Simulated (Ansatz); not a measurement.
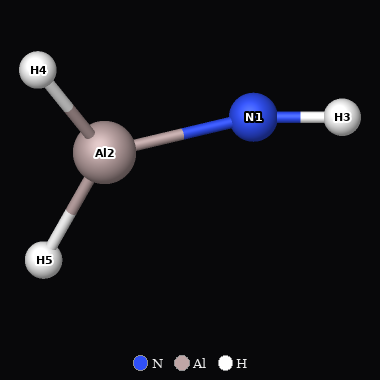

The system is AlH₃N, SMILES [NH][AlH2], spin multiplicity 2; the picture shows the reference structure. 
- First axis: bond length N1–Al2. Second axis: bond length Al2–H4.
- Nothing is relaxed (all other coordinates rigid).
- The scan uses a 15 × 15 grid.
- Points are written as (first, second).
- Energies are in eV, from the relaxed molecule at the same level.
- Level of theory: UHF/def2-TZVP (Ansatz 0.2.0).

Its coordinates:

```xyz
5

N     0.4003   -0.7141    0.8263
Al   -0.2576    0.3881   -0.3699
H     0.9859   -1.4045    1.2329
H    -1.4302   -0.1268   -1.2824
H     0.3016    1.8573   -0.4069
```

Range: bond length N1–Al2 from 1.544 to 2.193 Å; bond length Al2–H4 from 1.384 to 1.966 Å.

Question: What landscape does the calculation give?

Answer: The lowest grid point is at (1.776 Å, 1.592 Å), 0.009 eV from the relaxed molecule at the same level. No other kind of well shows on this grid. The highest grid point, (2.193 Å, 1.966 Å), lies 2.14 eV above the lowest. Round the minimum the two coordinates are nearly uncoupled.

| bond length Al2–H4 ↓, bond length N1–Al2 → | 1.544 | 1.590 | 1.637 | 1.683 | 1.729 | 1.776 | 1.822 | 1.869 | 1.915 | 1.961 | 2.008 | 2.054 | 2.100 | 2.147 | 2.193 |
| --- | --- | --- | --- | --- | --- | --- | --- | --- | --- | --- | --- | --- | --- | --- | --- |
| 1.966 | 1.50 | 1.15 | 0.91 | 0.77 | 0.71 | 0.72 | 0.78 | 0.88 | 1.01 | 1.17 | 1.35 | 1.53 | 1.73 | 1.94 | 2.15 |
| 1.924 | 1.39 | 1.03 | 0.79 | 0.66 | 0.60 | 0.60 | 0.66 | 0.76 | 0.89 | 1.05 | 1.22 | 1.41 | 1.61 | 1.82 | 2.02 |
| 1.883 | 1.29 | 0.93 | 0.69 | 0.55 | 0.49 | 0.50 | 0.55 | 0.65 | 0.78 | 0.93 | 1.11 | 1.30 | 1.49 | 1.70 | 1.91 |
| 1.841 | 1.19 | 0.83 | 0.58 | 0.45 | 0.39 | 0.39 | 0.45 | 0.54 | 0.67 | 0.82 | 1.00 | 1.18 | 1.38 | 1.59 | 1.79 |
| 1.799 | 1.10 | 0.74 | 0.49 | 0.35 | 0.29 | 0.29 | 0.35 | 0.44 | 0.57 | 0.72 | 0.90 | 1.08 | 1.28 | 1.48 | 1.69 |
| 1.758 | 1.02 | 0.66 | 0.41 | 0.27 | 0.21 | 0.21 | 0.26 | 0.36 | 0.48 | 0.63 | 0.81 | 0.99 | 1.19 | 1.39 | 1.60 |
| 1.716 | 0.95 | 0.59 | 0.34 | 0.20 | 0.13 | 0.13 | 0.19 | 0.28 | 0.41 | 0.56 | 0.73 | 0.91 | 1.11 | 1.31 | 1.51 |
| 1.675 | 0.90 | 0.53 | 0.28 | 0.14 | 0.08 | 0.07 | 0.13 | 0.22 | 0.34 | 0.49 | 0.66 | 0.85 | 1.04 | 1.24 | 1.45 |
| 1.633 | 0.86 | 0.49 | 0.24 | 0.10 | 0.03 | 0.03 | 0.08 | 0.17 | 0.30 | 0.45 | 0.62 | 0.80 | 0.99 | 1.19 | 1.40 |
| 1.592 | 0.84 | 0.48 | 0.22 | 0.08 | 0.01 | 0.01 | 0.06 | 0.15 | 0.27 | 0.42 | 0.59 | 0.77 | 0.96 | 1.16 | 1.37 |
| 1.550 | 0.85 | 0.48 | 0.23 | 0.08 | 0.01 | 0.01 | 0.06 | 0.15 | 0.27 | 0.42 | 0.59 | 0.77 | 0.96 | 1.16 | 1.36 |
| 1.509 | 0.88 | 0.51 | 0.26 | 0.11 | 0.04 | 0.04 | 0.08 | 0.17 | 0.29 | 0.44 | 0.61 | 0.79 | 0.98 | 1.18 | 1.38 |
| 1.467 | 0.95 | 0.58 | 0.32 | 0.17 | 0.10 | 0.10 | 0.14 | 0.23 | 0.35 | 0.50 | 0.66 | 0.84 | 1.03 | 1.23 | 1.44 |
| 1.425 | 1.06 | 0.68 | 0.43 | 0.28 | 0.21 | 0.20 | 0.24 | 0.33 | 0.45 | 0.59 | 0.76 | 0.94 | 1.13 | 1.33 | 1.53 |
| 1.384 | 1.20 | 0.83 | 0.57 | 0.42 | 0.35 | 0.34 | 0.38 | 0.47 | 0.59 | 0.73 | 0.90 | 1.07 | 1.26 | 1.46 | 1.66 |

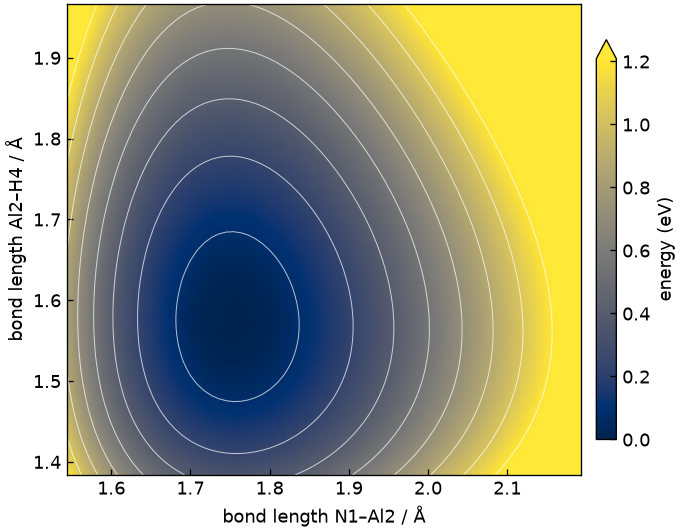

Drawn: a smooth colour map with a few white contour lines, one colour for all values above the top of the scale. Between grid points the surface is interpolated.

Time for the 225 points that were run: 8.4 min on 1 thread of Arm Neoverse V2, with other jobs on the host.
